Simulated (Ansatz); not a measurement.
CH₄BFOSi: geometry relaxation

- system: CH₄BFOSi, SMILES O=CB[SiH2]F
- method: HF/STO-3G, RHF (Ansatz 0.2.0)

The geometry comes from this level: PBE0-D4/def2-TZVP. Figures and captions count atoms from 1; the log counts them from 0 in places.

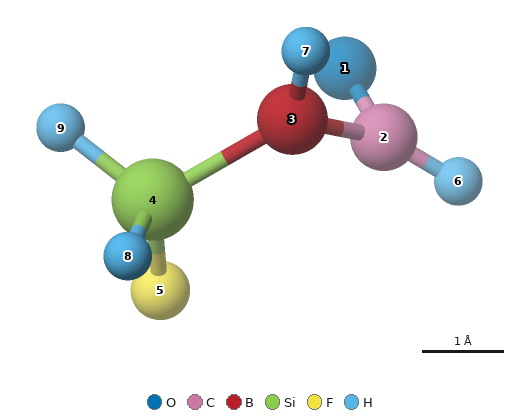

The input geometry (ball-and-stick view, seen at a tilt; atoms are numbered from 1 in the order of the input). Bond lengths as drawn: B–C 1.52 Å, B–H 1.20 Å, B–Si 2.00 Å, C–H 1.10 Å, C–O 1.23 Å, F–Si 1.61 Å and H–Si 1.49 Å.

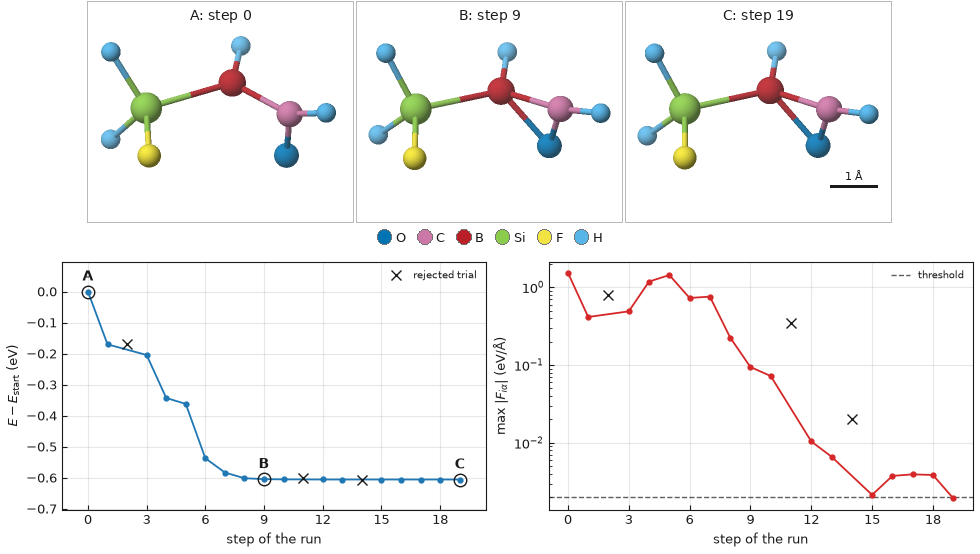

Frames of the relaxation (ball-and-stick view, seen at a tilt) above the curves, on which the letters mark them (the first geometry is step 0 here and step 1 in the log).

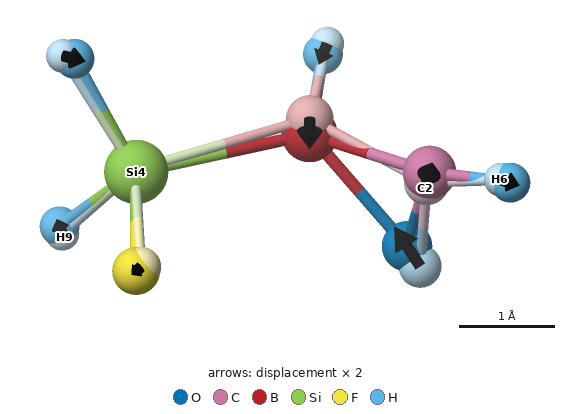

Start (faint) and end (solid) with the displacements as black arrows, magnified 2 times (ball-and-stick view, seen at a tilt). The two geometries are laid on each other by the best rigid fit. Over 19 geometry steps the energy falls by 0.606 eV. The largest force component goes from 1.5 to 0.0019 eV/Å. The line search rejected the trial steps at points 2, 11, 14 (counted from 0) and went back. The largest move after the best rigid fit is that of O1, 0.25 Å. By element the largest moves are O 0.25 Å, B 0.18 Å, C 0.16 Å, H 0.13 Å, F 0.07 Å, Si 0.04 Å. Among the contacts that change: O1–B3 1.954 → 1.573 Å, Si4–H8 1.489 → 1.426 Å, O1–C2 1.227 → 1.266 Å, B3–H7 1.195 → 1.161 Å. Among the angles that change: O1–C2–B3 90.0° → 67.3°, B3–C2–H6 147.1° → 168.3°, Si4–B3–H7 122.0° → 118.2°. (Atoms are counted from 1 in the order of the input.)

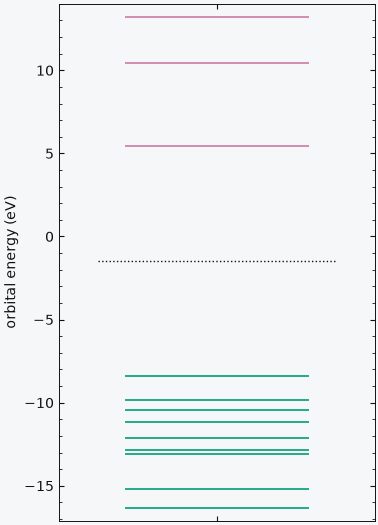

Orbital energies near the frontier; the dotted line parts filled from empty levels, and levels within 0.02 eV of each other stand side by side. Highest filled −8.39 eV, lowest empty 5.43 eV, 13.82 eV apart.

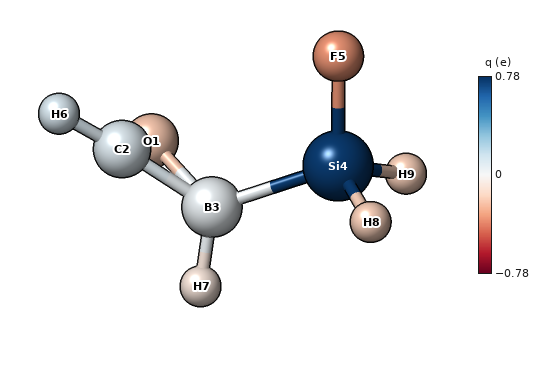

Mulliken charges, as the colour of each atom (ball-and-stick view, seen at a tilt; atoms are numbered from 1 in the order of the input; Mulliken charges depend strongly on the basis). By element: O −0.20, C +0.09, B +0.05, Si +0.74, F −0.34 and H −0.18 to +0.11 e.

The input and output of the run follow.

## Input file
```yaml
crystal:
  periodic: [false, false, false]
  atoms:
    - {symbol: O, position_ang: [-0.789500, 0.780400, 1.703800]}
    - {symbol: C, position_ang: [-0.128300, 1.442100, 0.910400]}
    - {symbol: B, position_ang: [0.628100, 0.188700, 0.495800]}
    - {symbol: Si, position_ang: [-0.077200, -1.007600, -0.945000]}
    - {symbol: F, position_ang: [-1.360800, -0.349200, -1.659700]}
    - {symbol: H, position_ang: [-0.262400, 2.525000, 0.778500]}
    - {symbol: H, position_ang: [1.608700, -0.084900, 1.121700]}
    - {symbol: H, position_ang: [0.964000, -1.202600, -1.991900]}
    - {symbol: H, position_ang: [-0.494200, -2.338100, -0.430900]}
basis:
  gaussian:
    orbitals: STO-3G
hamiltonian:
  xc: hf
relax:
  f_tol: 0.002
output: {orbitals: {seedname: orbitals}}
```

Run as:
```bash
ansatz run molecule.yaml --threads 1 --pin off --max-ram 3480MiB --events-out events.jsonl --progress --plain --runs-dir runs
```

## Log
```
The last accepted step is kept in runs//last_step.txt (removed where the run ends without a failure and the disk answers)
Functional definition: HF
  name "HF"
  exchange = exact_x
  correlation = 0
474 factors; integrals over basis functions are off by at most 1.3e-5 eV
mean field evaluation 1: about -14187.0474 eV, gradient 3.4e1 eV
mean field evaluation 2: about -14187.1374 eV, gradient 3.4e1 eV
mean field evaluation 4: about -14191.4860 eV, gradient 3.5e0 eV
mean field evaluation 8: about -14191.5782 eV, gradient 4.0e-2 eV
mean field -14191.57554597 eV, -521.5307819189 hartree, gradient 6.3e-5 eV, S^2 0.000000; 0 other end points of the search recorded, 0 dependent functions left out
the calculation of the forces begins
reference -14191.57554597 eV, -521.5307819189 hartree; 23, 23 occupied and 10, 10 virtual orbitals, 474 factors
relax step   1: F+E_penalty+E_count = -14191.57554597 eV  Δ(F+E_penalty+E_count) = +0.000e0 eV  max|allowed force component| = 1.534e0 eV/Å  Δτ_max = 0.0000 Å  (28 SCF iters, accepted)
these checks for a lower state are left out or cut short: starts, cluster_reference, orbital_swaps, neighbouring_geometries, increment
474 factors; integrals over basis functions are off by at most 1.3e-5 eV
mean field evaluation 16: about -14191.7457 eV, gradient 4.3e-4 eV
mean field -14191.74565734 eV, -521.5370333966 hartree, gradient 2.5e-5 eV, S^2 0.000000; 0 other end points of the search recorded, 0 dependent functions left out
[... from here on the field's lines of each further geometry are left out, up to the last ...]
relax step   2: F+E_penalty+E_count = -14191.74565734 eV  Δ(F+E_penalty+E_count) = -1.701e-1 eV  max|allowed force component| = 4.149e-1 eV/Å  Δτ_max = 0.0871 Å  (28 SCF iters, accepted)
relax step   3: F+E_penalty+E_count = -14191.74511249 eV  Δ(F+E_penalty+E_count) = +5.449e-4 eV  max|allowed force component| = 7.918e-1 eV/Å  Δτ_max = 0.0525 Å  (37 SCF iters, rejected (line search))
relax step   4: F+E_penalty+E_count = -14191.77995845 eV  Δ(F+E_penalty+E_count) = -3.430e-2 eV  max|allowed force component| = 4.899e-1 eV/Å  Δτ_max = 0.0257 Å  (30 SCF iters, accepted)
relax step   5: F+E_penalty+E_count = -14191.91837276 eV  Δ(F+E_penalty+E_count) = -1.384e-1 eV  max|allowed force component| = 1.183e0 eV/Å  Δτ_max = 0.0976 Å  (34 SCF iters, accepted)
relax step   6: F+E_penalty+E_count = -14191.93761956 eV  Δ(F+E_penalty+E_count) = -1.925e-2 eV  max|allowed force component| = 1.433e0 eV/Å  Δτ_max = 0.1464 Å  (37 SCF iters, accepted)
relax step   7: F+E_penalty+E_count = -14192.11273967 eV  Δ(F+E_penalty+E_count) = -1.751e-1 eV  max|allowed force component| = 7.280e-1 eV/Å  Δτ_max = 0.0848 Å  (35 SCF iters, accepted)
relax step   8: F+E_penalty+E_count = -14192.15871834 eV  Δ(F+E_penalty+E_count) = -4.598e-2 eV  max|allowed force component| = 7.573e-1 eV/Å  Δτ_max = 0.0903 Å  (36 SCF iters, accepted)
relax step   9: F+E_penalty+E_count = -14192.17704915 eV  Δ(F+E_penalty+E_count) = -1.833e-2 eV  max|allowed force component| = 2.258e-1 eV/Å  Δτ_max = 0.0639 Å  (28 SCF iters, accepted)
relax step  10: F+E_penalty+E_count = -14192.18005640 eV  Δ(F+E_penalty+E_count) = -3.007e-3 eV  max|allowed force component| = 9.431e-2 eV/Å  Δτ_max = 0.0179 Å  (29 SCF iters, accepted)
relax step  11: F+E_penalty+E_count = -14192.18074628 eV  Δ(F+E_penalty+E_count) = -6.899e-4 eV  max|allowed force component| = 7.232e-2 eV/Å  Δτ_max = 0.0280 Å  (29 SCF iters, accepted)
relax step  12: F+E_penalty+E_count = -14192.17614464 eV  Δ(F+E_penalty+E_count) = +4.602e-3 eV  max|allowed force component| = 3.484e-1 eV/Å  Δτ_max = 0.0252 Å  (28 SCF iters, rejected (line search))
relax step  13: F+E_penalty+E_count = -14192.18115687 eV  Δ(F+E_penalty+E_count) = -4.106e-4 eV  max|allowed force component| = 1.043e-2 eV/Å  Δτ_max = 0.0054 Å  (29 SCF iters, accepted)
relax step  14: F+E_penalty+E_count = -14192.18118164 eV  Δ(F+E_penalty+E_count) = -2.477e-5 eV  max|allowed force component| = 6.639e-3 eV/Å  Δτ_max = 0.0016 Å  (29 SCF iters, accepted)
relax step  15: F+E_penalty+E_count = -14192.18117360 eV  Δ(F+E_penalty+E_count) = +8.039e-6 eV  max|allowed force component| = 2.030e-2 eV/Å  Δτ_max = 0.0047 Å  (29 SCF iters, rejected (line search))
relax step  16: F+E_penalty+E_count = -14192.18119199 eV  Δ(F+E_penalty+E_count) = -1.036e-5 eV  max|allowed force component| = 2.146e-3 eV/Å  Δτ_max = 0.0024 Å  (29 SCF iters, accepted)
relax step  17: F+E_penalty+E_count = -14192.18119764 eV  Δ(F+E_penalty+E_count) = -5.645e-6 eV  max|allowed force component| = 3.763e-3 eV/Å  Δτ_max = 0.0036 Å  (29 SCF iters, accepted)
relax step  18: F+E_penalty+E_count = -14192.18119891 eV  Δ(F+E_penalty+E_count) = -1.277e-6 eV  max|allowed force component| = 3.941e-3 eV/Å  Δτ_max = 0.0013 Å  (29 SCF iters, accepted)
relax step  19: F+E_penalty+E_count = -14192.18119969 eV  Δ(F+E_penalty+E_count) = -7.767e-7 eV  max|allowed force component| = 3.866e-3 eV/Å  Δτ_max = 0.0032 Å  (30 SCF iters, accepted)
the calculation of the forces begins
reference -14192.18120102 eV, -521.5530393314 hartree; 23, 23 occupied and 10, 10 virtual orbitals, 475 factors
relax step  20: F+E_penalty+E_count = -14192.18120102 eV  Δ(F+E_penalty+E_count) = -1.326e-6 eV  max|allowed force component| = 1.940e-3 eV/Å  Δτ_max = 0.0013 Å  (29 SCF iters, accepted)
475 factors; integrals over basis functions are off by at most 4.0e-5 eV
mean field evaluation 160: about -14192.1309 eV, gradient 3.4e0 eV
mean field -14192.18120102 eV, -521.5530393314 hartree, gradient 2.7e-5 eV, S^2 0.000000; 1 other end points of the search recorded, 0 dependent functions left out
the calculation of the forces begins
reference -14192.18120102 eV, -521.5530393314 hartree; 23, 23 occupied and 10, 10 virtual orbitals, 475 factors
Total energy: -14192.18120102 eV, -521.5530393314 hartree
Atom 0 at    -0.589004     0.690135     1.585502 Å, force     0.000942     0.000386    -0.000898 eV/Å
Atom 1 at    -0.050652     1.544295     0.821175 Å, force    -0.001940    -0.000043     0.000281 eV/Å
Atom 2 at     0.488645     0.119209     0.591787 Å, force    -0.000157     0.000157    -0.000916 eV/Å
Atom 3 at    -0.089284    -1.015451    -0.911860 Å, force     0.000515    -0.000054     0.001598 eV/Å
Atom 4 at    -1.394183    -0.398261    -1.676430 Å, force     0.000090    -0.000486    -0.000431 eV/Å
Atom 5 at    -0.291432     2.616795     0.823701 Å, force     0.000764    -0.000263     0.000373 eV/Å
Atom 6 at     1.493084    -0.133463     1.116042 Å, force     0.000225    -0.000663     0.000198 eV/Å
Atom 7 at     0.951632    -1.135570    -1.879224 Å, force    -0.000326     0.000342    -0.000043 eV/Å
Atom 8 at    -0.430407    -2.333889    -0.487993 Å, force    -0.000112     0.000623    -0.000163 eV/Å
Dipole moment:     0.069484     0.487107     0.213284 e Å
```

## Trajectory as extended XYZ (Å, eV, eV/Å), 11 of the 20 frames kept, from step=1 to step=20
```
9
Properties=species:S:1:pos:R:3:forces:R:3 step=1 energy=-14191.57555
O    -0.7895    0.7804    1.7038   -0.5585  -1.2518   0.9445
C    -0.1283    1.4421    0.9104    0.5035   1.4515  -0.8439
B     0.6281    0.1887    0.4958    0.6037  -0.8431   0.1444
Si   -0.0772   -1.0076   -0.9450    1.5005  -1.5341   0.1286
F    -1.3608   -0.3492   -1.6597   -0.6409   0.3365  -0.3624
H    -0.2624    2.5250    0.7785    0.1556   0.0766  -0.1334
H     1.6087   -0.0849    1.1217   -0.9768   0.1984  -0.5606
H     0.9640   -1.2026   -1.9919   -1.1235   0.1581   1.2014
H    -0.4942   -2.3381   -0.4309    0.5364   1.4079  -0.5185
9
Properties=species:S:1:pos:R:3:forces:R:3 step=3 energy=-14191.74511 accepted=F
O    -0.7772    0.7450    1.6938    0.7918  -0.1682  -0.2617
C    -0.0933    1.4604    0.9344   -0.6395   0.1155  -0.5541
B     0.5982    0.1753    0.4786   -0.3201   0.2509   0.5267
Si   -0.0744   -1.0050   -0.9436    0.0175   0.2373   0.0989
F    -1.3740   -0.3752   -1.6920   -0.1157   0.0274  -0.0810
H    -0.2513    2.5411    0.7823    0.1741  -0.0766   0.2230
H     1.5527   -0.1132    1.0672    0.0042  -0.1597   0.1329
H     0.9415   -1.1999   -1.9142    0.1542  -0.0364  -0.1584
H    -0.4337   -2.2748   -0.4238   -0.0665  -0.1901   0.0737
9
Properties=species:S:1:pos:R:3:forces:R:3 step=5 energy=-14191.91837
O    -0.6981    0.6863    1.6463    1.0206  -0.4711  -0.3747
C    -0.0685    1.4902    0.9198   -0.3201   0.4229  -1.1828
B     0.5472    0.1597    0.5165   -0.7239   0.2958   0.9854
Si   -0.0810   -1.0042   -0.9363   -0.3733   0.4815  -0.2393
F    -1.3920   -0.3800   -1.7140    0.4824  -0.2793   0.2700
H    -0.2637    2.5660    0.7880    0.0023  -0.0498   0.4717
H     1.5259   -0.1066    1.0718    0.0203  -0.2196   0.1672
H     0.9566   -1.1809   -1.8988   -0.0536  -0.0558  -0.0119
H    -0.4379   -2.2768   -0.4106   -0.0547  -0.1247  -0.0856
9
Properties=species:S:1:pos:R:3:forces:R:3 step=7 energy=-14192.11274
O    -0.5692    0.6341    1.5680   -0.3851   0.4018   0.5231
C    -0.0267    1.5293    0.8568   -0.7280   0.4225  -0.7250
B     0.5020    0.1281    0.5647    0.7073  -0.3368   0.2073
Si   -0.0800   -1.0064   -0.9186   -0.4008   0.3987  -0.4030
F    -1.3829   -0.3394   -1.6817    0.5055  -0.3732   0.2161
H    -0.3479    2.5820    0.7956    0.2008  -0.0963   0.3705
H     1.4918   -0.1094    1.1105    0.2695  -0.2660  -0.0703
H     0.9590   -1.1759   -1.8835   -0.1148  -0.0475   0.0062
H    -0.4578   -2.2887   -0.4291   -0.0544  -0.1032  -0.1249
9
Properties=species:S:1:pos:R:3:forces:R:3 step=9 energy=-14192.17705
O    -0.5946    0.7023    1.5821   -0.0056  -0.0156  -0.0025
C    -0.0391    1.5568    0.8318   -0.0462   0.0314  -0.0666
B     0.4731    0.1277    0.5762    0.0395  -0.0265   0.2258
Si   -0.0985   -1.0130   -0.9164    0.0604  -0.0884  -0.1428
F    -1.4147   -0.4362   -1.6945    0.0515  -0.0242   0.0318
H    -0.2641    2.6329    0.8481    0.0273  -0.0046   0.0007
H     1.4674   -0.1571    1.1056    0.0019   0.0519  -0.0293
H     0.9579   -1.1213   -1.8715   -0.0865   0.0200  -0.0026
H    -0.3990   -2.3383   -0.4787   -0.0421   0.0560  -0.0145
9
Properties=species:S:1:pos:R:3:forces:R:3 step=11 energy=-14192.18075
O    -0.5942    0.6977    1.5845    0.0235  -0.0546   0.0058
C    -0.0430    1.5459    0.8234   -0.0723   0.0483  -0.0627
B     0.4833    0.1167    0.5942    0.0452   0.0251   0.0316
Si   -0.0893   -1.0157   -0.9126   -0.0206   0.0032   0.0058
F    -1.4012   -0.4090   -1.6729   -0.0116   0.0103  -0.0026
H    -0.2821    2.6189    0.8188    0.0319   0.0014   0.0124
H     1.4848   -0.1404    1.1223   -0.0132  -0.0217   0.0068
H     0.9491   -1.1226   -1.8841    0.0098  -0.0056   0.0066
H    -0.4189   -2.3376   -0.4909    0.0074  -0.0064  -0.0037
9
Properties=species:S:1:pos:R:3:forces:R:3 step=12 energy=-14192.17614 accepted=F
O    -0.5739    0.6941    1.5989   -0.0193   0.1498  -0.2035
C    -0.0530    1.5447    0.8150    0.1267  -0.3484   0.2265
B     0.4936    0.1200    0.5947   -0.0708  -0.0678   0.0846
Si   -0.0939   -1.0085   -0.9099    0.0466  -0.0876  -0.0193
F    -1.3990   -0.4023   -1.6829    0.0064   0.0306   0.0386
H    -0.3001    2.6111    0.8056   -0.0564   0.1911   0.0003
H     1.4920   -0.1532    1.1262   -0.0266   0.1306  -0.1171
H     0.9508   -1.1217   -1.8738   -0.0008  -0.0042  -0.0129
H    -0.4281   -2.3305   -0.4911   -0.0059   0.0058   0.0028
9
Properties=species:S:1:pos:R:3:forces:R:3 step=14 energy=-14192.18118
O    -0.5932    0.6947    1.5826    0.0035  -0.0030  -0.0066
C    -0.0474    1.5454    0.8197   -0.0032   0.0020   0.0066
B     0.4860    0.1178    0.5936    0.0009  -0.0040   0.0045
Si   -0.0896   -1.0155   -0.9119    0.0025  -0.0015   0.0026
F    -1.4005   -0.4055   -1.6716   -0.0039   0.0044  -0.0001
H    -0.2824    2.6190    0.8210   -0.0005   0.0052  -0.0024
H     1.4868   -0.1393    1.1229   -0.0025   0.0004  -0.0042
H     0.9493   -1.1252   -1.8824    0.0028  -0.0019  -0.0010
H    -0.4205   -2.3375   -0.4912    0.0004  -0.0015   0.0007
9
Properties=species:S:1:pos:R:3:forces:R:3 step=16 energy=-14192.18119
O    -0.5925    0.6936    1.5828    0.0004  -0.0006  -0.0004
C    -0.0481    1.5452    0.8201   -0.0009   0.0006   0.0011
B     0.4865    0.1181    0.5933    0.0015  -0.0015   0.0013
Si   -0.0895   -1.0155   -0.9118    0.0012  -0.0011  -0.0007
F    -1.3993   -0.4039   -1.6724   -0.0011   0.0021   0.0004
H    -0.2843    2.6187    0.8216   -0.0007   0.0021  -0.0004
H     1.4881   -0.1382    1.1214   -0.0015   0.0002  -0.0017
H     0.9498   -1.1274   -1.8818    0.0012  -0.0008  -0.0003
H    -0.4224   -2.3367   -0.4905   -0.0003  -0.0009   0.0007
9
Properties=species:S:1:pos:R:3:forces:R:3 step=18 energy=-14192.18120
O    -0.5907    0.6916    1.5840   -0.0022   0.0019   0.0035
C    -0.0495    1.5448    0.8207    0.0016  -0.0026  -0.0039
B     0.4877    0.1187    0.5925    0.0007   0.0004  -0.0014
Si   -0.0893   -1.0155   -0.9118   -0.0004   0.0015  -0.0015
F    -1.3965   -0.4005   -1.6742    0.0008  -0.0010  -0.0001
H    -0.2883    2.6178    0.8226   -0.0004  -0.0011   0.0017
H     1.4908   -0.1358    1.1184    0.0007   0.0005   0.0010
H     0.9508   -1.1320   -1.8805   -0.0006   0.0000   0.0004
H    -0.4267   -2.3353   -0.4892   -0.0003   0.0004   0.0003
9
Properties=species:S:1:pos:R:3:forces:R:3 step=20 energy=-14192.18120
O    -0.5890    0.6901    1.5855    0.0009   0.0004  -0.0009
C    -0.0507    1.5443    0.8212   -0.0019   0.0000   0.0003
B     0.4886    0.1192    0.5918   -0.0002   0.0002  -0.0009
Si   -0.0893   -1.0155   -0.9119    0.0005  -0.0001   0.0016
F    -1.3942   -0.3983   -1.6764    0.0001  -0.0005  -0.0004
H    -0.2914    2.6168    0.8237    0.0008  -0.0003   0.0004
H     1.4931   -0.1335    1.1160    0.0002  -0.0007   0.0002
H     0.9516   -1.1356   -1.8792   -0.0003   0.0003   0.0000
H    -0.4304   -2.3339   -0.4880   -0.0001   0.0006  -0.0002
```

## Results in brief

- outcome: converged
- total energy: −521.553039 hartree
- basis functions: 33
- largest force: 0.002 eV/Å
- SCF solution under orbital rotations: stable
- HOMO: −8.39 eV
- LUMO: 5.43 eV
- dipole moment: 2.58 D
- hardware: 1 thread of Arm Neoverse V2, 24 GiB of memory available, shared host
- wall time: 26 s
- peak memory: 0.15 GiB
